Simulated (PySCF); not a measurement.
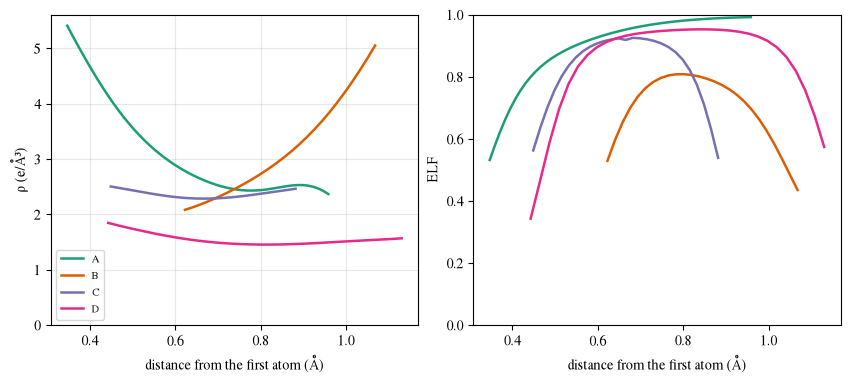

*C6H6O3S. Total electron density and electron localisation function along straight lines between neighbouring atoms. The curves leave out the atomic cores.*

Geometry: GFN2-xTB.

Computed with PBE0/pcSseg-1, SCF density, gas phase, non-relativistic (PySCF).

```yaml
atoms:
  - { symbol: O, position_ang: [2.1988, -1.6909, -0.5052] }
  - { symbol: S, position_ang: [1.7618, -0.3297, -0.5647] }
  - { symbol: O, position_ang: [1.8409, 0.3845, -1.7941] }
  - { symbol: O, position_ang: [2.6148, 0.4749, 0.5492] }
  - { symbol: C, position_ang: [0.1229, -0.1596, 0.0899] }
  - { symbol: C, position_ang: [-0.4200, -0.9746, 1.2050] }
  - { symbol: C, position_ang: [-1.6591, -0.5215, 1.3828] }
  - { symbol: C, position_ang: [-1.8434, 0.5609, 0.3723] }
  - { symbol: C, position_ang: [-0.4994, 1.2184, 0.1053] }
  - { symbol: C, position_ang: [-0.9947, 0.2432, -0.8474] }
  - { symbol: H, position_ang: [3.1633, -0.1407, 1.0381] }
  - { symbol: H, position_ang: [0.1235, -1.7520, 1.7010] }
  - { symbol: H, position_ang: [-2.4081, -0.8312, 2.0837] }
  - { symbol: H, position_ang: [-2.7664, 1.1127, 0.2848] }
  - { symbol: H, position_ang: [-0.1123, 2.2129, 0.0611] }
  - { symbol: H, position_ang: [-1.1303, 0.2018, -1.9058] }
```

**Which curve belongs to which contact (C–C, C–S, O–H and S–O)? The first atom named is at distance zero.**

Curve A: O–H (0.96 Å): the density is about 3.8 e/Å³ at the midpoint; the ELF climbs to about 1 towards the hydrogen, as it does in any bond to H: a covalent bond by its length. Curve B: S–O (1.42 Å): the density is about 2.4 e/Å³ at the midpoint; the ELF peaks at about 0.80 between the atoms (a short, strongly polar bond). Curve C: C–C (1.33 Å): the density is about 2.3 e/Å³ at the midpoint; the ELF peaks at about 0.95 between the atoms: a short, multiple covalent bond. Curve D: C–S (1.77 Å): the density is about 1.5 e/Å³ at the midpoint; the ELF peaks at about 0.95 between the atoms (localised, covalent bonding).
